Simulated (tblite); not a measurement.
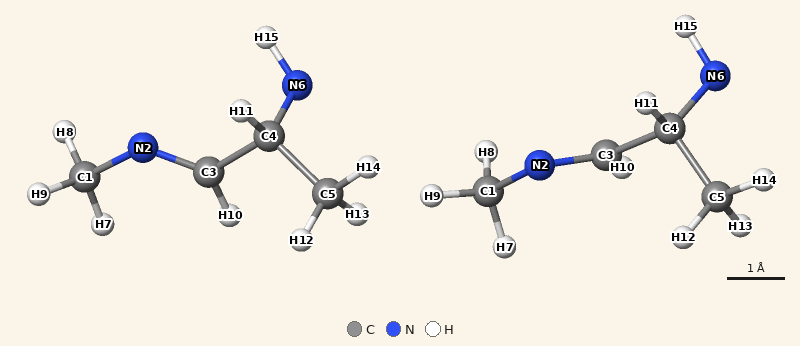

Two geometries of C$_{4}$H$_{9}$N$_{2}$ (multiplicity 2), drawn at one scale. One is the start of a relaxation, the other its converged end. Style: ball-and-stick. Shown at a tilt.

All numbers below come from tblite, GFN2-xTB geometry optimisation, gas phase. 

Question: Which of the two is the end point?

Answer: The left one is the relaxed one. The atom that moves furthest after the best rigid fit is H10 (0.98 Å). By element the largest moves are H 0.98 Å, N 0.48 Å, C 0.31 Å. Among the contacts that change: C4–N6 1.464 → 1.399 Å, C1–N2 1.475 → 1.426 Å, N2–C3 1.291 → 1.251 Å, N6–H15 1.035 → 1.016 Å. Among the angles between lasting bonds that change: C1–N2–C3 111.1° → 122.9°, C3–C4–N6 107.2° → 98.2°, C4–N6–H15 108.2° → 111.6°. Groups turn about C1–N2 by about 60°, C3–C4 by about 45°. After 145 geometry steps the energy has fallen by 9.28 kcal/mol. The run took 0.59 s on 1 thread of Arm Neoverse V2, on a shared host.
